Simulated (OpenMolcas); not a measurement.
**Co²⁺ among point charges: CASSCF levels and susceptibility**

How does a field of 6 point charges split the states of Co²⁺, and what χT follows?

Method: state-averaged CASSCF, spin-orbit coupling by RASSI with atomic mean-field integrals. Code: OpenMolcas 26.06.

1 further run of the same task is left out (it didn't finish).

## Step 1: What is computed

```
Species                           : Co²⁺ (cobalt, Z = 27, 25 electrons)
Basis                             : ANO-RCC-VDZP [5s4p2d1f], 34 functions
Scalar Hamiltonian                : DKH2, point nucleus
Inactive shells                   : 1s 2s 2p 3s 3p
Active space                      : 7 electrons in 5 orbitals (3d)
Some configurations of this space : 3d⁷
Orbitals                          : optimised for each spin and parity, averaged over all roots
```

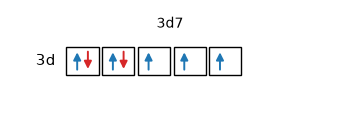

Occupation of the outer shells (arrows by Hund's rule).

The ion sits among 6 point charges of -2 e arranged as a trigonal antiprism (D3d), 1.61 Å from the ion, with a polar angle of 56.4° against the regular 54.74°. The active orbitals were held to one l.

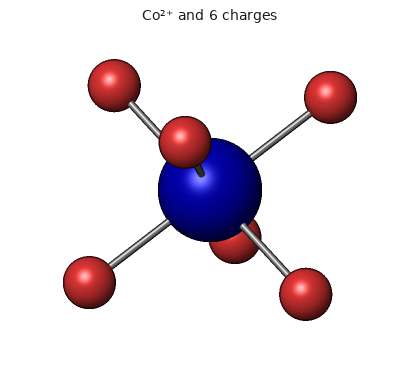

The ion and the point charges (red).

Each step is its own input file, run in one work folder so that later steps find the files of earlier ones. Labels, J, g values, rates, χT and fits are worked out afterwards by a script from the matrices that RASSI stores. The input lists half of the charges; inversion (Group=XYZ) makes the rest.

## Step 2: One- and two-electron integrals

The input, a.inp:

```
&GATEWAY
Coord
1

Co 0.0 0.0 0.0
Basis=ANO-RCC-VDZP
Group=XYZ
NoMove
AngMom=0.0 0.0 0.0
AMFI
XField
3 Angstrom 0
0.000000 1.340656 0.891483 -2.000000
1.161042 -0.670328 0.891483 -2.000000
1.161042 0.670328 -0.891483 -2.000000
&SEWARD
```

Run with:

```bash
$ OMP_NUM_THREADS=1 MOLCAS_MEM=1689 MOLCAS_PROJECT=a pymolcas a.inp > a.log
```

Log:

```text
Basis set label: CO.ANO-RCC...5S4P2D1F.

      Electronic valence basis set:
      ------------------
      Associated Effective Charge  27.000000 au
      Associated Actual Charge     27.000000 au
      Nuclear Model: Point charge

      Shell  nPrim  nBasis  Cartesian Spherical Contaminant
         s      21       5        X
         p      15       4        X
         d      10       2                 X
         f       6       1                 X
                  Relativistic Douglas-Kroll-Hess integrals:
                    - DKH order of Hamiltonian: 2
                    - DKH order of Properties : 0
                  Atomic mean-field integrals
```

## Step 3: Reference wave functions, quartets of even parity, 10 roots

The input, a.inp:

```
&RASSCF
FileOrb=start.orb
Symmetry=1
Spin=4
nActEl=7 0 0
Inactive=3 6
Ras2=5 0
CIRoot=10 10 1
SDav=10
CIMx=300
Iter=120 100
PrWF=0.3
OrbListing=Nothing
MaxOrb=0
SupSym
1
10 4 5 6 7 8 11 12 13 14 15
0
>>> COPY $Project.JobIph JOB001
```

Run with:

```bash
$ OMP_NUM_THREADS=1 MOLCAS_MEM=1689 MOLCAS_PROJECT=a pymolcas a.inp > a.log
```

start.orb holds the contracted functions of the basis, ordered by shell, or the orbitals of the step before.

Log, shortened:

```text
[...]
      Number of active orbitals                  5
[...]
      Spin quantum number                      1.5
[...]
      Active orbitals                            5   0
[...]
      Number of CSFs                            10
      Number of root(s) required                10
[...]
      Convergence after 43 iterations
[...]
      Natural orbitals and occupation numbers for root  1
      sym 1:   1.979512   1.020488   1.979512   1.020488   1.000000
      Natural orbitals and occupation numbers for root  2
      sym 1:   1.020488   1.979512   1.979512   1.020488   1.000000
      Natural orbitals and occupation numbers for root  3
      sym 1:   1.000866   1.999134   1.000000   1.999134   1.000866
::    RASSCF root number  1 Total energy:  -1398.99317210
::    RASSCF root number  2 Total energy:  -1398.99317209
::    RASSCF root number  3 Total energy:  -1398.99090863
[...]
::    RASSCF root number  7 Total energy:  -1398.88050353
::    RASSCF root number  8 Total energy:  -1398.86799673
::    RASSCF root number  9 Total energy:  -1398.86799673
::    RASSCF root number 10 Total energy:  -1398.85382753
```

## Step 4: Reference wave functions, doublets of even parity, 40 roots

The input, a.inp:

```
&RASSCF
FileOrb=start.orb
Symmetry=1
Spin=2
nActEl=7 0 0
Inactive=3 6
Ras2=5 0
CIRoot=40 40 1
SDav=40
CIMx=300
Iter=120 100
PrWF=0.3
OrbListing=Nothing
MaxOrb=0
SupSym
1
10 4 5 6 7 8 11 12 13 14 15
0
>>> COPY $Project.JobIph JOB002
```

Log, shortened:

```text
[...]
      Number of active orbitals                  5
[...]
      Spin quantum number                      0.5
[...]
      Active orbitals                            5   0
[...]
      Number of CSFs                            40
      Number of root(s) required                40
[...]
      Convergence after  9 iterations
[...]
      Natural orbitals and occupation numbers for root  1
      sym 1:   1.006644   1.977263   1.950730   1.950024   0.115339
      Natural orbitals and occupation numbers for root  2
      sym 1:   0.115304   1.969309   1.967490   1.941179   1.006717
      Natural orbitals and occupation numbers for root  3
      sym 1:   0.989227   1.131797   1.937894   1.911796   1.029287
::    RASSCF root number  1 Total energy:  -1398.93716242
::    RASSCF root number  2 Total energy:  -1398.93716240
::    RASSCF root number  3 Total energy:  -1398.90156697
[...]
::    RASSCF root number 27 Total energy:  -1398.79215328
::    RASSCF root number 28 Total energy:  -1398.79208387
::    RASSCF root number 29 Total energy:  -1398.76523257
::    RASSCF root number 30 Total energy:  -1398.76156564
```

## Step 5: State interaction with spin-orbit coupling

The input, a.inp:

```
&RASSI
NrOfJobIphs=2 10 40
1 2 3 4 5 6 7 8 9 10
1 2 3 4 5 6 7 8 9 10 11 12 13 14 15 16 17 18 19 20 21 22 23 24 25 26 27
28 29 30 31 32 33 34 35 36 37 38 39 40
IphNames
JOB001
JOB002
EJob
SpinOrbit
DIPRint=1.0
SOCoupling=1000.0
Subsets=2
Property=9
'ANGMOM' 1 'ANGMOM' 2 'ANGMOM' 3 'MLTPL  1' 1 'MLTPL  1' 2 'MLTPL  1' 3
'AMFI' 1 'AMFI' 2 'AMFI' 3
SOProperty=3
'ANGMOM' 1 'ANGMOM' 2 'ANGMOM' 3
```

Log:

```text
SPIN-FREE ENERGIES:
  (Shifted by EMIN (a.u.) =      -1398.9931720990)

 SF State       Relative EMIN(au)   Rel lowest level(eV)    D:o, cm**(-1)      L_eff

     1             0.0000000000        0.0000000000              0.0000         2.9
     2             0.0000000119        0.0000003245              0.0026         2.9
     3             0.0022634650        0.0615920194            496.7731         3.0
     4             0.0511392808        1.3915707232          11223.7748         3.0
     5             0.0511392943        1.3915710888          11223.7778         3.0
     6             0.0559210497        1.5216892838          12273.2518         3.0
    11             0.0560096818        1.5241010849          12292.7043         4.0
    12             0.0560097014        1.5241016182          12292.7086         4.0
    13             0.0916051264        2.4927024778          20105.0014         4.4
    14             0.0916051413        2.4927028818          20105.0046         4.4
    15             0.0944943673        2.5713227258          20739.1164         4.3
    16             0.0994114995        2.7051247111          21818.3022         3.8
    17             0.0994115070        2.7051249143          21818.3039         3.8
    18             0.1000753181        2.7231881334          21963.9935         3.8
     7             0.1126685648        3.0658678356          24727.8917         2.8
    19             0.1240050939        3.3743505076          27215.9723         2.8
     8             0.1251753676        3.4061952749          27472.8176         1.2
     9             0.1251753687        3.4061953071          27472.8179         1.2
    20             0.1255787938        3.4171730631          27561.3595         2.8
    21             0.1255787983        3.4171731856          27561.3605         2.8
    22             0.1319258077        3.5898841096          28954.3680         4.0
    10             0.1393445730        3.7917589959          30582.5988         1.4
    23             0.1479287345        4.0253459318          32466.6045         4.6
    24             0.1479287475        4.0253462858          32466.6073         4.6
    25             0.1503499124        4.0912295385          32997.9916         4.2
    26             0.1535599418        4.1785788894          33702.5116         4.5
    27             0.1556389164        4.2351506688          34158.7938         4.3
    28             0.1556389195        4.2351507537          34158.7945         4.3
    29             0.1649081223        4.4873786100          36193.1493         4.0
    30             0.1649081230        4.4873786298          36193.1495         4.0
    31             0.1828286656        4.9750214365          40126.2540         3.3
    32             0.1855148019        5.0481149293          40715.7928         3.4
    33             0.1855148062        5.0481150459          40715.7937         3.4
    34             0.1917239141        5.2170734783          42078.5354         3.9
    35             0.1917239186        5.2170736016          42078.5364         3.9
    36             0.2010188082        5.4700004320          44118.5288         3.8
    37             0.2010188193        5.4700007337          44118.5313         3.8
    38             0.2010882282        5.4718894475          44133.7648         4.3
    39             0.2279395339        6.2025506965          50026.9452         3.0
    40             0.2316064584        6.3023327968          50831.7421         3.0
Eigenvalues of complex Hamiltonian:
   -----------------------------------
  (Shifted by EMIN (a.u.) =      -1398.9931720990)

 SO State       Relative EMIN(au)   Rel lowest level(eV)    D:o, cm**(-1)     J-value

     1            -0.0023174482        0.0000000000              0.0000         3.3
     2            -0.0023174482        0.0000000000              0.0000         3.3
     3            -0.0011362146        0.0321430037            259.2508         3.0
     4            -0.0011362146        0.0321430037            259.2508         3.0
     5            -0.0005217300        0.0488639812            394.1146         3.3
     6            -0.0005217300        0.0488639812            394.1146         3.3
     7             0.0011823806        0.0952351926            768.1236         2.7
     8             0.0011823806        0.0952351926            768.1236         2.7
     9             0.0026396617        0.1348898328           1087.9599         2.1
    10             0.0026396617        0.1348898328           1087.9599         2.1
    11             0.0031557264        0.1489326687           1201.2230         2.1
    12             0.0031557264        0.1489326687           1201.2230         2.1
    13             0.0507599387        1.4443092753          11649.1399         2.9
    14             0.0507599387        1.4443092753          11649.1399         2.9
    15             0.0508633501        1.4471232449          11671.8361         3.2
    16             0.0508633501        1.4471232449          11671.8361         3.2
    17             0.0510042422        1.4509571143          11702.7584         3.2
    18             0.0510042422        1.4509571143          11702.7584         3.2
    19             0.0512753490        1.4583343054          11762.2594         3.1
    20             0.0512753490        1.4583343054          11762.2594         3.1
    21             0.0553934896        1.5703946206          12666.0868         2.4
    22             0.0553934896        1.5703946206          12666.0868         2.4
    23             0.0559310679        1.5850228702          12784.0716         2.1
    24             0.0559310679        1.5850228702          12784.0716         2.1
    25             0.0561021909        1.5896793633          12821.6288         2.5
    26             0.0561021909        1.5896793633          12821.6288         2.5
    27             0.0562267390        1.5930684918          12848.9639         3.1
    28             0.0562267390        1.5930684918          12848.9639         3.1
    29             0.0908406052        2.5349597727          20445.8294         3.2
    30             0.0908406052        2.5349597727          20445.8294         3.2
    31             0.0917578124        2.5599182517          20647.1331         3.4
    32             0.0917578124        2.5599182517          20647.1331         3.4
    33             0.0945700123        2.6364421095          21264.3397         3.7
    34             0.0945700123        2.6364421095          21264.3397         3.7
    35             0.0992862270        2.7647768492          22299.4292         3.0
    36             0.0992862270        2.7647768492          22299.4292         3.0
    37             0.0993674844        2.7669879773          22317.2631         3.3
    38             0.0993674844        2.7669879773          22317.2631         3.3
    39             0.1009034681        2.8087842225          22654.3726         3.0
    40             0.1009034681        2.8087842225          22654.3726         3.0
    41             0.1125553645        3.1258484761          25211.6682         2.5
Weights of the five most important spin-orbit-free states for each spin-orbit state.

 SO State  Total energy (au)           Spin-free states, spin, and weights
 -------------------------------------------------------------------------------------------------------
    1        -0.002317       1 1.5  0.4167    2 1.5  0.4167    3 1.5  0.1650   22 0.5  0.0005    4 1.5  0.0003
    2        -0.002317       1 1.5  0.4167    2 1.5  0.4167    3 1.5  0.1650   22 0.5  0.0005    4 1.5  0.0003
    3        -0.001136       1 1.5  0.4804    2 1.5  0.4804    3 1.5  0.0355    4 1.5  0.0009    5 1.5  0.0009
    4        -0.001136       1 1.5  0.4804    2 1.5  0.4804    3 1.5  0.0355    4 1.5  0.0009    5 1.5  0.0009
    5        -0.000522       2 1.5  0.3883    1 1.5  0.3883    3 1.5  0.2198    5 1.5  0.0011    4 1.5  0.0011
    6        -0.000522       2 1.5  0.3883    1 1.5  0.3883    3 1.5  0.2198    5 1.5  0.0011    4 1.5  0.0011
    7         0.001182       2 1.5  0.4941    1 1.5  0.4941    3 1.5  0.0069    5 1.5  0.0014    4 1.5  0.0014
    8         0.001182       2 1.5  0.4941    1 1.5  0.4941    3 1.5  0.0069    5 1.5  0.0014    4 1.5  0.0014
    9         0.002640       3 1.5  0.7750    2 1.5  0.1092    1 1.5  0.1092    6 1.5  0.0029   11 0.5  0.0013
   10         0.002640       3 1.5  0.7750    2 1.5  0.1092    1 1.5  0.1092    6 1.5  0.0029   11 0.5  0.0013
   11         0.003156       3 1.5  0.7901    2 1.5  0.1034    1 1.5  0.1034    4 1.5  0.0007    5 1.5  0.0007
   12         0.003156       3 1.5  0.7901    2 1.5  0.1034    1 1.5  0.1034    4 1.5  0.0007    5 1.5  0.0007
```

These steps: 12 s of run time, 1 thread of Arm Neoverse V1, shared host.

Spin-free states, with their symmetry labels:

```tsv
state	degeneracy	E (cm-1)	free-ion L (%)
4E	2	0	F (95)
4A2	1	497	F (98)
4E	2	11224	F (100)
4A1	1	12273	F (100)
2E	2	12293	G (49)
2E	2	20105	G (55)
2A2	1	20739	G (64)
2E	2	21818	G (73)
2A1	1	21964	G (70)
4A2	1	24728	F (90)
2A2	1	27216	P (65)
4E	2	27473	P (94)
2E	2	27561	P (64)
2A1	1	28954	G (100)
4A2	1	30583	P (88)
2E	2	32467	H (68)
2A1	1	32998	H (53)
2A2	1	33703	H (72)
2E	2	34159	H (61)
2E	2	36193	H (55)
2A1	1	40126	D (62)
2E	2	40716	D (56)
2E	2	42079	H (43)
2E	2	44119	G (45)
```

With spin-orbit coupling:

| E (cm-1) | Degeneracy | Label | 2S+1 | g |
| --- | --- | --- | --- | --- |
| 0.0 | 2 | E1/2 | 4 | 3.73 3.73 5.46 |
| 259.3 | 2 | E1/2 | 4 | 1.00 2.32 2.32 |
| 394.1 | 2 | E3/2 | 4 | 0.00 0.00 1.11 |
| 768.1 | 2 | E1/2 | 4 | 0.07 0.07 3.61 |
| 1088 | 2 | E3/2 | 4 | 0.00 0.00 4.97 |
| 1201 | 2 | E1/2 | 4 | 1.71 2.55 2.55 |
| 11649 | 2 | E1/2 | 4 | 0.02 0.02 6.32 |
| 11672 | 2 | E3/2 | 4 | 0.00 0.00 2.62 |
| 11703 | 2 | E1/2 | 4 | 1.05 1.63 1.63 |
| 11762 | 2 | E1/2 | 4 | 1.73 1.73 4.74 |
| 12666 | 2 | E3/2 | 4 | 0.00 0.00 3.88 |
| 12784 | 2 | E1/2 | 4 | 1.47 3.28 3.28 |
| 12822 | 2 | E3/2 | 2 | 0.00 0.00 3.53 |
| 12849 | 2 | E1/2 | 2 | 0.27 0.27 2.25 |
| 20446 | 2 | E3/2 | 2 | 0.00 0.00 2.20 |
| 20647 | 2 | E1/2 | 2 | 0.22 0.22 1.76 |
| 21264 | 2 | E1/2 | 2 | 2.10 2.35 2.35 |
| 22299 | 2 | E3/2 | 2 | 0.00 0.00 4.18 |
| 22317 | 2 | E1/2 | 2 | 1.01 2.76 2.76 |
| 22654 | 2 | E1/2 | 2 | 0.75 0.75 1.17 |
| 25212 | 2 | E3/2 | 4 | 0.00 0.00 5.65 |
| 25218 | 2 | E1/2 | 4 | 1.89 3.78 3.78 |
| 27023 | 2 | E1/2 | 2 | 1.79 3.07 3.07 |
| 27335 | 2 | E3/2 | 2 | 0.00 0.00 4.29 |

The table of states holds 24 of 33 computed; the rest, higher up, is left out. Principal g values are given for doublets only; a zero marks a field direction without first-order Zeeman splitting.

Powder χT (cm³ K/mol): 1.82 at 2 K, 1.85 at 5 K, 1.90 at 10 K, 2.01 at 20 K, 2.32 at 50 K, 2.77 at 100 K, 3.06 at 150 K, 3.21 at 200 K, 3.29 at 250 K, 3.32 at 300 K.

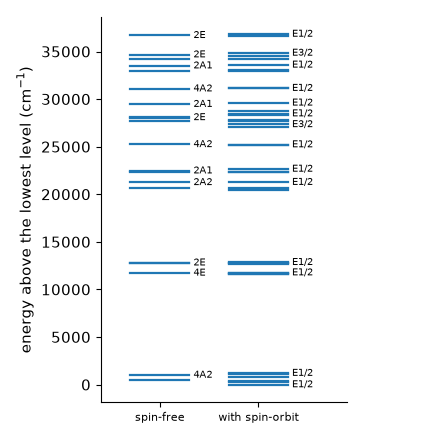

The states in the field without (left) and with (right) spin-orbit coupling.

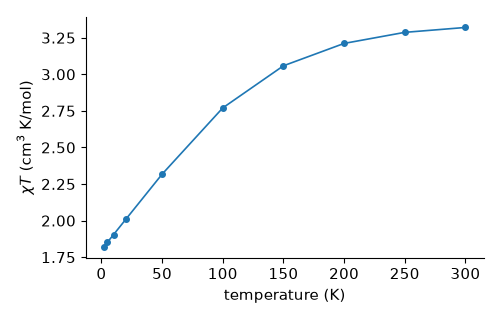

χT against temperature.

Orbitals of the lowest block (energies include the constant potential of the surroundings):

```tsv
shell	space	energy (hartree)	mean occupation	⟨r²⟩ (bohr²)
1s	inactive	-282.5930	2.000	0.00421
2s	inactive	-32.2901	2.000	0.0761
2p	inactive	-27.0632	6.000	0.0618
3s	inactive	-1.4429	2.000	0.692
3p	inactive	0.1474	6.000	0.786
3d	RAS2		7.000	1.45
```

## Step 6: Summary of results

| quantity | value |
| --- | --- |
| method | CASSCF |
| spin-free ground state | 4E, 2-fold in its orbital part |
| first state of the same spin within the active space | 4A2 at 497 cm⁻¹ |
| lowest level | 2-fold E1/2, g = 3.73, 3.73, 5.46 |
| next level | 259.3 cm⁻¹ |
| χT at 300 K | 3.32 cm³ K/mol |
| effective moment at 300 K | 5.15 μB |

**Reading.** The spin-free ground state (4E) comes to 95 % from free-ion F terms and keeps the highest spin of the shell. χT at 300 K is 3.32, against 1.88 cm³ K/mol for the spin alone, so orbital moment adds to it. An active space of the d shell alone favours high spin; real ions in strong fields can be low spin. The field of point charges can differ much from that of real complexes. With metal d orbitals alone active, the gaps between spin states are rough; where two lie within a few thousand cm-1, their order is open. This is an electrostatic model: the charges have no orbitals.
